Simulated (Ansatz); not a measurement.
# Fe wire along [100], 2 atoms a period: bands by functional and under strain, part 2 of 3

Wanted: the relaxed geometry and the bands of the Fe wire along [100], 2 atoms a period.

Ansatz 0.2.0; DFT PBE, plane waves, PAW; relaxation of a wire's period (the session's first sound run).

So far, absolute moment (μB): step 2 (relaxing the period) 6.60.

**3. The perfect wire**

This step: DFT PBE, plane waves, PAW; channels and complex bands of a perfect wire (Ansatz 0.2.0).

At the relaxed period the Bloch states of the perfect wire are found at each energy: those that move forward count the open channels, and those that decay describe how a disturbance dies away inside the wire itself. An energy step of 0.035 eV is under the 0.039 eV that the program asks for its thermal average at 300 K.

input.yaml

```yaml
crystal:
  lattice:
    - [8.215, 0.0, 0.0]
    - [0.0, 8.215, 0.0]
    - [0.0, 0.0, 2.5268661172]
  atoms:
    - { symbol: Fe, position: [0.420409805, 0.420409805, 0.0], spin: 2.8 }
    - { symbol: Fe, position: [0.579590195, 0.579590195, 0.5], spin: 2.8 }
magnetization:
  spin_polarized: true
kpoints:
  mp_grid: { grid: [1, 1, 32] }
  band_path: { path: ["Γ", Z], npoints: 50 }
scf:
  occupations: { method: fermi_dirac, width: 0.05 }
hamiltonian:
  xc: pbe
output:
  transmission:
    e_range: [-2, 2]
    de: 0.035
    kmesh: [1, 1]
    reduced_basis: true
    leads: [[0, 0]]
  dos: { e_range: [-5, 4] }
  write_potential: true
  write_density: true
  volumetric_format: npy
  elf: true
```

The run is started by

```console
> ansatz run input.yaml --threads 8 --pin off --max-ram 16384MiB --backend cpu --events-out ev --progress --plain --runs-dir out
```

Numbers of over 12 decimals in the logs are rounded to 6 here.

Output:

```text
[...]
Crystal: 2 atoms, lattice volume = 170.529 Å³
Basis set: ecut = 420 eV, 3337 PW (Γ)
Bands: 23, of which v1, the nominal top of the filled ones, is band 16 counted from 1 (15 counted from 0)
Symmetry: 8 space group operations
[...]
k-points: 17 of 32
[...]
Starting moments: Σ|m| = 5.6 μB on 2 of 2 sites
[...]
SCF iter   1: F=—  HF=-8955.361834 eV  |F-HF|=—  |Δ(HF+E_count)|=         —  Δρ=3.07e-2 (↑3.07e-2 ↓2.35e-2)  dr2=5.20e0  dr2_m=7.70e-1  M=6.194 μB ∫|m|=6.285 μB  β_m=0.30  ethr=3.10e-3  ⟨swp⟩=6.4  Hψ=3872  notcnv=0
[...]
SCF iter  10: F=-8956.458755 eV  HF=-8956.458755 eV  |F-HF|=1.03e-8  |Δ(HF+E_count)|=   1.39e-7  Δρ=1.87e-6 (↑1.39e-6 ↓1.87e-6)  dr2=3.05e-9  dr2_m=2.78e-9  M=6.335 μB ∫|m|=6.596 μB  ethr=3.13e-10  ⟨swp⟩=4.0  Hψ=2703  notcnv=0
SCF 1 converged in 10 iterations: F = -8956.458755 eV  dr2 = 3.05e-9
[...]
transmission: 8 of 48 steps passed
transmission: 12 of 48 steps passed
[...]
transmission: 48 of 48 steps passed
WARN: The output density's exchange-correlation potential varies sharply where the density is thin. Do not read a vacuum level from v_tot or v_xc, or from such a field of the output density. On a cell that repeats whose density bears no net charge and no dipole along the vacuum's axis use v_es (v_loc + v_h of the components); under efield.dipole_correction with no amplitude use v_es + v_field, which holds any externa [...]
NSCF: frozen V_eff on 51 k-points
SCF converged after 10 iterations
Magnetization: 6.3352 μB (19.1676 up, 12.8324 down)
Absolute magnetization: 6.5975 μB (∫|ρ↑−ρ↓|, with the PAW one-centre terms)
[...]
Per-site moments (μB) at R_I (Å): [(2.798296, 0.923876), (2.798296, 0.923876)]
Free energy (F): -8956.458755 eV
[...]
Internal energy: -8956.444678 eV  (E = F + TS)
E sigma→0 (E₀):  -8956.451716 eV
Entropy (-TS):   -0.014077 eV (-7.038 meV/atom)
Fermi energy:    -0.759043 eV
[...]
--- Band table (eV; the first three rows and the last of 34) ---
  k-point 0 ↑: bands = [... 12 lower, -3.2725, -3.0209, -2.7801, -2.7145, -2.4943, -2.0245, -1.8064, -1.1578, ... 3 higher]
  k-point 1 ↑: bands = [... 12 lower, -3.3042, -3.0171, -2.7695, -2.7482, -2.4730, -2.0533, -1.7702, -1.1986, ... 3 higher]
  k-point 2 ↑: bands = [... 12 lower, -3.3863, -3.0063, -2.8271, -2.7450, -2.4307, -2.1322, -1.6667, -1.3080, ... 3 higher]
  k-point 16 ↓: bands = [... 12 lower, 0.2686, 0.2686, 0.3271, 0.3271, 0.4470, 0.4470, 2.7981, 2.7981, ... 3 higher]
--- Transmission ---
  basis      : 593 plane waves across, 4 finite elements along
  points     : 1, standing for a mesh of 1 x 1
  filling    : by the input's occupations and mesh, since the crystals that have channels conduct as metals do. If one of these is a semiconductor, that mesh has misplaced its level
  energies   : 115 from -2.000000 to 1.990000 eV about the Fermi level, 0.035000 eV apart; the leads are filled to 0.000000 eV, and channels, transmission and decay are at -0.005000 eV
  crystal 0  : Fe2, at the sites [0, 0], period 2.5269 Å: whole cells are its period
    offset         : up to 0.0000 Å between an atom of the period and one for which it stands
    filled         : 14.1 meV over the level at which it is neutral
    channels       : 2.000000e0 up, 3.000000e0 down
    conductance    : 2.8798e14 S/m² at 300 K; may be off by some 0.0 % by where its bands' edges are placed, 0.2 % from the distance to neutral
```

It took 46 s on 8 threads of Arm Neoverse V1, shared host; peak memory 1.2 GiB.

In the SCF lines HF is the Harris–Foulkes energy and dr2 the Hartree energy of the density residual, in eV; the loop may stop once dr2 is under the threshold and the program's other checks hold. Hψ counts applications of the Hamiltonian.

Numbers from this step:

| Item | Value |
| --- | --- |
| energy at zero smearing | -8956.4517 eV |
| total moment | 6.335 μB |
| absolute moment | 6.597 μB |
| channels at the energy nearest the Fermi level, spin up | 2 |
| channels at the energy nearest the Fermi level, spin down | 3 |
| conductance of the lead as this run defines it | 2.508 G₀ |
| band gap | 0 eV |

Table of open channels of the lead by energy, zero at the Fermi level:

```
energy (eV)  spin up  spin down
     -2.000        7          2
     -1.790        4          2
     -1.615        5          2
     -1.405        3          0
     -1.195        2          0
     -0.985        3          1
     -0.810        3          3
     -0.600        3          3
     -0.390        2          4
     -0.215        2          4
     -0.005        2          3
      0.205        2          3
      0.415        2          3
      0.590        2          6
      0.800        3          7
      1.010        3          7
      1.185        3          6
      1.395        3          6
      1.605        3          3
      1.815        4          4
```

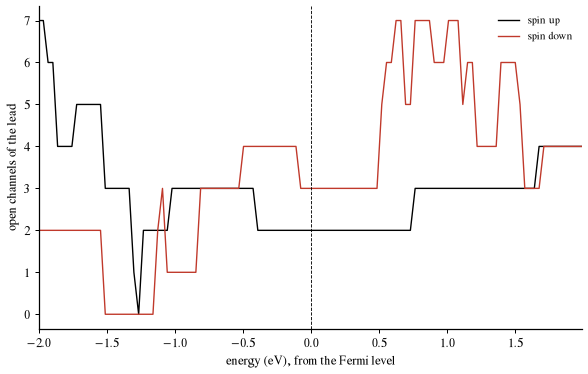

Open channels of the lead, plotted against energy.

Spin up; the slowest values at each energy, most degenerate partners merged, listed up to 1.5 1/Å. Table of Im kz of the slowest decaying states by energy, zero at the Fermi level:

```
energy (eV)  decay 1 (Å⁻¹)  decay 2 (Å⁻¹)  decay 3 (Å⁻¹)  decay 4 (Å⁻¹)
     -2.000          0.290          0.453           1.08           1.22
     -1.510          0.208          0.250          0.263          0.612
     -0.985          0.212          0.359          0.784          0.861
     -0.495          0.281          0.535          0.768           1.03
     -0.005          0.206          0.266          0.643          0.772
      0.485          0.180          0.252          0.723          0.757
      1.010          0.232          0.708          0.792          0.809
      1.500          0.134          0.631          0.733          0.845
```

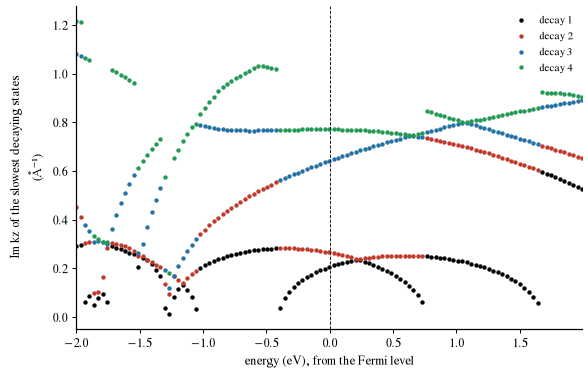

Im kz of the slowest decaying states, plotted against energy.

Spin down; the slowest values at each energy, most degenerate partners merged, listed up to 1.5 1/Å. Table of Im kz of the slowest decaying states by energy, zero at the Fermi level:

```
energy (eV)  decay 1 (Å⁻¹)  decay 2 (Å⁻¹)  decay 3 (Å⁻¹)  decay 4 (Å⁻¹)
     -2.000          0.328          0.718          0.795          0.889
     -1.510         0.0513          0.299          0.511          0.675
     -0.985          0.107          0.302          0.309          0.489
     -0.495          0.263          0.510          0.763          0.877
     -0.005         0.0953          0.190          0.484          0.596
      0.485         0.0586         0.0753          0.301          0.335
      1.010          0.072          0.185          0.798          0.808
      1.500          0.239          0.500          0.740          0.775
```

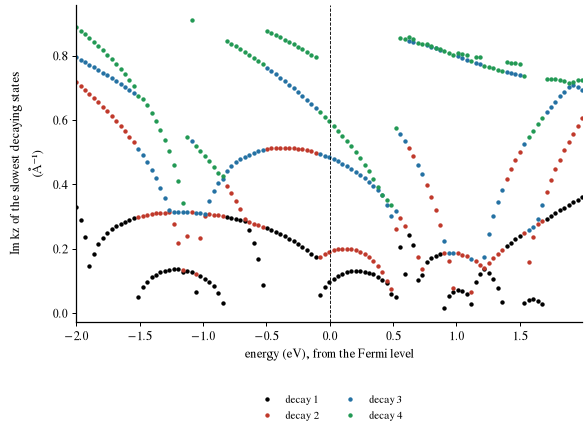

Im kz of the slowest decaying states against energy.

The electronic bands at the labelled points (eV, zero at the Fermi level):

```
point  up 18  up 19  up 20  up 21  down 12  down 13  down 14  down 15
    Γ  -1.27  -1.05  -0.40   0.76    -0.52    -0.10     0.54     0.61
    Z  -1.43   2.18   2.18   5.33    -1.08     1.03     1.03     1.09
```

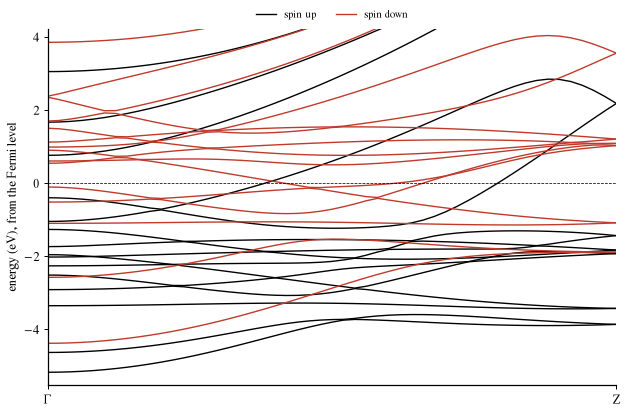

Electronic bands along the path; the two colours are the two spins.

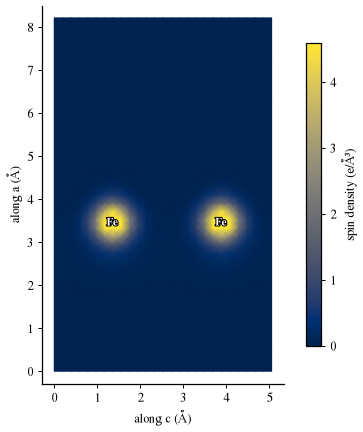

Spin density in the ca plane at fractional y = 0.420, with atoms of Fe within 0.2 Å of it. The map starts off the cell's origin, so that atoms lie inside it.

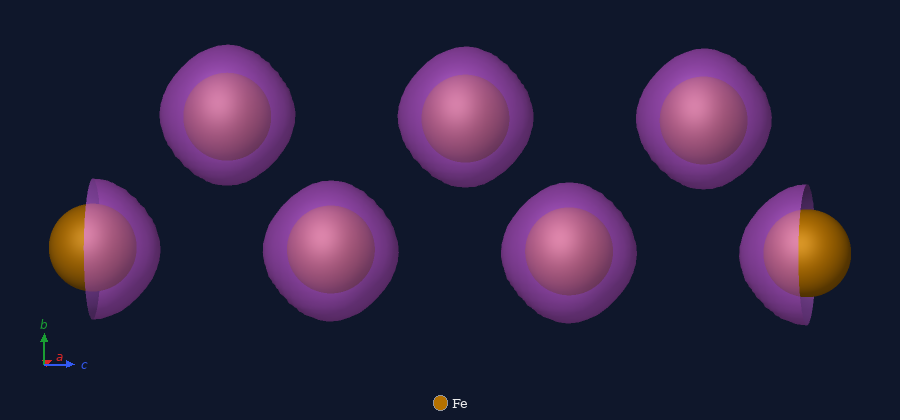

Surface of spin density = 0.43 e/Å³, which holds about 70 % of the integral of its size. 1×1×3 cells are drawn.

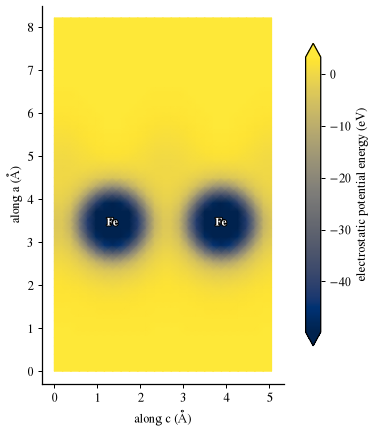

Electrostatic potential energy in the ca plane at fractional y = 0.420, with atoms of Fe within 0.2 Å of it. With pseudopotentials it is smooth inside the atoms' cores, unlike the true potential. The map starts off the cell's origin, so that atoms lie inside it.

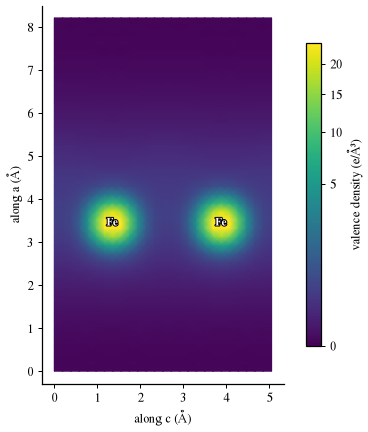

Valence density in the ca plane at fractional y = 0.420, with atoms of Fe within 0.2 Å of it. It is the smooth field of the valence electrons, not physical close to the nuclei. The map starts off the cell's origin, so that atoms lie inside it. The colour scale is stretched toward low values.

By hand: the program gives 2.8798 × 10^14 S/m² over the cell's cross-section of 67.49 Å² = 6.749 × 10^-19 m², so one cell conducts 1.943 × 10^-4 S. Divided by G0 = 2e²/h = 7.748 × 10^-5 S this is 2.51 G0, a resistance of 5.15 kΩ.

At the computed energy nearest the Fermi level there are 2 spin-up and 3 spin-down channels, and the thermal average gives 2.51 G₀.

**4. Levels at the same atoms, level LDA, cutoff 420 eV**

This step: DFT LDA, plane waves, PAW; bands of a perfect wire at the PBE geometry (Ansatz 0.2.0).

The atoms stay at the PBE geometry and the functional changes. At fixed atoms LDA and the gradient-corrected functionals usually give like bands; this run checks that. Against the first PBE run of this kind, the mesh along the wire has 24 points against 32.

input.yaml, the sections that differ from step 3:

```yaml
kpoints:
  mp_grid: { grid: [1, 1, 24] }
  band_path: { path: ["Γ", Z], npoints: 50 }
hamiltonian:
  xc: lda
# crystal, magnetization, scf: as in step 3
# output: removed
```

Output:

```text
[...]
Crystal: 2 atoms, lattice volume = 170.529 Å³
Basis set: ecut = 420 eV, 3337 PW (Γ)
Bands: 23, of which v1, the nominal top of the filled ones, is band 16 counted from 1 (15 counted from 0)
Symmetry: 8 space group operations
[...]
k-points: 13 of 24
[...]
Starting moments: Σ|m| = 5.6 μB on 2 of 2 sites
[...]
SCF iter   1: F=—  HF=-8833.226522 eV  |F-HF|=—  |Δ(HF+E_count)|=         —  Δρ=2.72e-2 (↑2.72e-2 ↓2.42e-2)  dr2=5.28e0  dr2_m=6.61e-1  M=6.147 μB ∫|m|=6.219 μB  β_m=0.30  ethr=3.10e-3  ⟨swp⟩=6.3  Hψ=3005  notcnv=0
[...]
SCF iter  10: F=-8834.194830 eV  HF=-8834.194830 eV  |F-HF|=4.38e-10  |Δ(HF+E_count)|=   1.62e-8  Δρ=6.96e-7 (↑5.00e-7 ↓6.96e-7)  dr2=6.32e-10  dr2_m=3.76e-10  M=6.299 μB ∫|m|=6.445 μB  ethr=7.86e-11  ⟨swp⟩=4.0  Hψ=2055  notcnv=0
SCF 1 converged in 10 iterations: F = -8834.194830 eV  dr2 = 6.32e-10
[...]
SCF converged after 10 iterations
Magnetization: 6.2985 μB (19.1493 up, 12.8507 down)
Absolute magnetization: 6.4455 μB (∫|ρ↑−ρ↓|, with the PAW one-centre terms)
[...]
Per-site moments (μB) at R_I (Å): [(2.764463, 0.923876), (2.764463, 0.923876)]
Free energy (F): -8834.194830 eV
[...]
Internal energy: -8834.178966 eV  (E = F + TS)
E sigma→0 (E₀):  -8834.186898 eV
Entropy (-TS):   -0.015864 eV (-7.932 meV/atom)
Fermi energy:    -1.112590 eV
[...]
--- Band table (eV; the first three rows and the last of 26) ---
  k-point 0 ↑: bands = [... 12 lower, -3.5654, -3.2336, -2.9497, -2.8750, -2.7127, -2.2331, -1.9954, -1.4068, ... 3 higher]
  k-point 1 ↑: bands = [... 12 lower, -3.6158, -3.2275, -2.9464, -2.9346, -2.6636, -2.2844, -1.9334, -1.4770, ... 3 higher]
  k-point 2 ↑: bands = [... 12 lower, -3.7394, -3.2113, -3.0822, -2.9016, -2.5932, -2.4155, -1.7608, -1.6515, ... 3 higher]
  k-point 12 ↓: bands = [... 12 lower, -0.1841, -0.1841, -0.0402, -0.0402, 0.0238, 0.0238, 2.4859, 2.4859, ... 3 higher]
```

Run time: 2.8 s. Hardware: 8 threads; peak memory 0.51 GiB; 19 s of CPU time.

Numbers from this step:

| Item | Value |
| --- | --- |
| energy at zero smearing | -8834.1869 eV |
| total moment | 6.299 μB |
| absolute moment | 6.445 μB |

The electronic bands at the labelled points (eV, zero at the Fermi level):

```
point  up 18  up 19  up 20  up 21  down 12  down 13  down 14  down 15
    Γ  -1.12  -0.88  -0.29   0.83    -0.58    -0.04     0.42     0.48
    Z  -1.29   2.23   2.23   5.46    -1.05     0.93     0.93     1.07
```

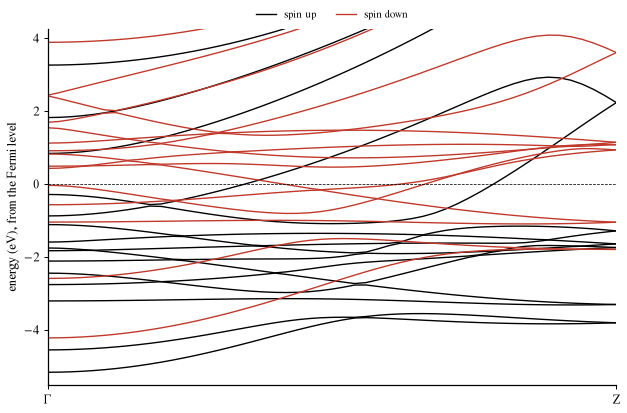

Electronic bands along the path; the two colours are the two spins.

Bands cross the Fermi level, as under PBE at the relaxed period, with an absolute moment of 6.45 μB a cell.

**5. Levels at the same atoms, level PBEsol, cutoff 420 eV**

This step: DFT PBEsol, plane waves, PAW; bands of a perfect wire at the PBE geometry (Ansatz 0.2.0).

The atoms stay at the PBE geometry and the functional changes. At fixed atoms LDA and the gradient-corrected functionals usually give like bands; this run checks that. Against the first PBE run of this kind, the mesh along the wire has 24 points against 32.

Changes to input.yaml since step 4:

```diff
@@ -16,2 +16,2 @@
 hamiltonian:
-  xc: lda
+  xc: pbesol
```

Output:

```text
[...]
Crystal: 2 atoms, lattice volume = 170.529 Å³
Basis set: ecut = 420 eV, 3337 PW (Γ)
Bands: 23, of which v1, the nominal top of the filled ones, is band 16 counted from 1 (15 counted from 0)
Symmetry: 8 space group operations
[...]
k-points: 13 of 24
[...]
Starting moments: Σ|m| = 5.6 μB on 2 of 2 sites
[...]
k-point 0 ↑: bands = [... 12 lower, -3.3509, -3.0820, -2.8268, -2.7620, -2.5509, -2.0775, -1.8889, -1.2186, ... 3 higher]
  k-point 1 ↑: bands = [... 12 lower, -3.4054, -3.0753, -2.8213, -2.8095, -2.5138, -2.1286, -1.8250, -1.2905, ... 3 higher]
  k-point 2 ↑: bands = [... 12 lower, -3.5359, -3.0573, -2.9464, -2.7740, -2.4534, -2.2598, -1.6480, -1.4693, ... 3 higher]
  k-point 12 ↓: bands = [... 12 lower, 0.1881, 0.1881, 0.2643, 0.2643, 0.3734, 0.3734, 2.7295, 2.7295, ... 3 higher]
[key lines of the parts left out:]
SCF converged after 10 iterations
Magnetization: 6.3407 μB (19.1704 up, 12.8296 down)
Free energy (F): -8892.506984 eV
Fermi energy:    -0.822615 eV
```

Elapsed: 2.8 s, on 8 threads; peak memory 0.53 GiB; 19 s of CPU time.

Bands cross the Fermi level, as under PBE at the relaxed period, with an absolute moment of 6.58 μB a cell.

For the absolute moment, step 4 gave 6.45 μB; this run, with PBEsol PBE, gives 6.58 μB (+2 %).

**6. Another level of theory, level r2SCAN, cutoff 500 eV**

This step: DFT r2SCAN, plane waves, PAW; bands of a perfect wire at the PBE geometry (Ansatz 0.2.0).

The atoms stay at the PBE geometry and the functional changes. r2SCAN also reads the kinetic-energy density; it often gives larger moments and wider gaps than PBE, at a higher cost. Against the first PBE run of this kind, the cutoff is 500 eV against 420 and the mesh along the wire has 24 points against 32.

Changes to input.yaml since step 5:

```diff
@@ -16,2 +16,2 @@
 hamiltonian:
-  xc: pbesol
+  xc: r2scan
```

Output:

```text
[...]
Crystal: 2 atoms, lattice volume = 170.529 Å³
Basis set: ecut = 500 eV, 4361 PW (Γ), exchange–correlation on 240×240×80 points (64 copies of the dense FFT grid, shifted against one another)
Bands: 23, of which v1, the nominal top of the filled ones, is band 16 counted from 1 (15 counted from 0)
Symmetry: 8 space group operations
[...]
k-points: 13 of 24
[...]
k-point 0 ↑: bands = [... 12 lower, -4.0419, -3.8379, -3.6823, -3.5948, -3.2735, -2.8040, -2.2937, -1.9358, ... 3 higher]
  k-point 1 ↑: bands = [... 12 lower, -4.1022, -3.8308, -3.6566, -3.6322, -3.2569, -2.8456, -2.2304, -1.9988, ... 3 higher]
  k-point 2 ↑: bands = [... 12 lower, -4.2386, -3.8116, -3.7259, -3.6118, -3.2237, -2.9559, -2.1619, -2.0509, ... 3 higher]
  k-point 12 ↓: bands = [... 12 lower, 0.6056, 0.6056, 0.7558, 0.7558, 1.0350, 1.0350, 3.1640, 3.1640, ... 3 higher]
[key lines of the parts left out:]
SCF converged after 2 iterations
Magnetization: 6.6823 μB (19.3412 up, 12.6588 down)
Free energy (F): -8967.043748 eV
Fermi energy:    -0.567592 eV
```

Wall time 28 s (8 threads); peak memory 1 GiB.

Bands cross the Fermi level, as under PBE at the relaxed period, with an absolute moment of 7.21 μB a cell.

For the absolute moment, step 4 gave 6.45 μB; this run, with r2SCAN PBE and cutoff 500 eV, gives 7.21 μB (+12 %).

**7. Another level of theory, level PBE, no spin, cutoff 420 eV**

This step: DFT PBE, plane waves, PAW; bands of a perfect wire at the PBE geometry (Ansatz 0.2.0).

The same atoms without spin show what the magnetic order does to the bands. Against the first PBE run of this kind, the mesh along the wire has 24 points against 32.

input.yaml, the sections that differ from step 6:

```yaml
crystal:
  lattice:
    - [8.215, 0.0, 0.0]
    - [0.0, 8.215, 0.0]
    - [0.0, 0.0, 2.5268661172]
  atoms:
    - { symbol: Fe, position: [0.420409805, 0.420409805, 0.0] }
    - { symbol: Fe, position: [0.579590195, 0.579590195, 0.5] }
hamiltonian:
  xc: pbe
# kpoints, scf: as in step 6
# magnetization: removed
```

Output:

```text
[...]
Crystal: 2 atoms, lattice volume = 170.529 Å³
Basis set: ecut = 420 eV, 3337 PW (Γ)
Bands: 20, of which v1, the nominal top of the filled ones, is band 16 counted from 1 (15 counted from 0)
Symmetry: 8 space group operations
[...]
k-points: 13 of 24
[...]
Fermi energy:    -1.038066 eV
[...]
--- Band table (eV; the first three rows and the last of 13) ---
  k-point 0: bands = [... 12 lower, -2.1357, -1.6822, -1.2162, -1.1662, -1.0773, -0.9853, -0.4746, 0.1184]
  k-point 1: bands = [... 12 lower, -2.1965, -1.6739, -1.2849, -1.1566, -1.0004, -0.9391, -0.5588, 0.0105]
  k-point 2: bands = [... 12 lower, -2.2745, -1.6519, -1.4262, -1.1363, -0.8639, -0.7989, -0.7390, -0.2220]
  k-point 12: bands = [... 12 lower, -1.0899, -1.0899, -1.0219, -1.0219, -0.9335, -0.9335, 2.0853, 2.0853]
[key lines of the parts left out:]
SCF converged after 10 iterations
Free energy (F): -8954.276160 eV
```

It took 1.2 s on 8 threads; peak memory 0.47 GiB.

Electronic bands along the path, in eV, zero at the Fermi level:

```
point  band 13  band 14  band 15  band 16  band 17  band 18  band 19  band 20
    Γ    -1.10    -0.64    -0.18    -0.13    -0.04     0.05     0.56     1.16
    Z    -0.05    -0.05     0.02     0.02     0.10     0.10     3.12     3.12
```

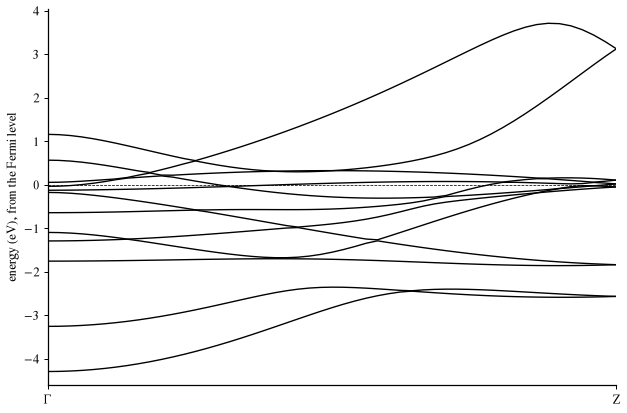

Electronic bands along the path.

Bands cross the Fermi level, as under PBE at the relaxed period.

(Part 2 of 3 ends here.)

[Logs are printed without paths, hosts, clocks, repeated set-up lines and the standing remarks that a program may print on its own settings, such as how far it seeks lower states.]

[Hosts, paths, dates, database ids (printed as entryN), source tags and the programs' standing remarks are cut or masked in the printed files.]
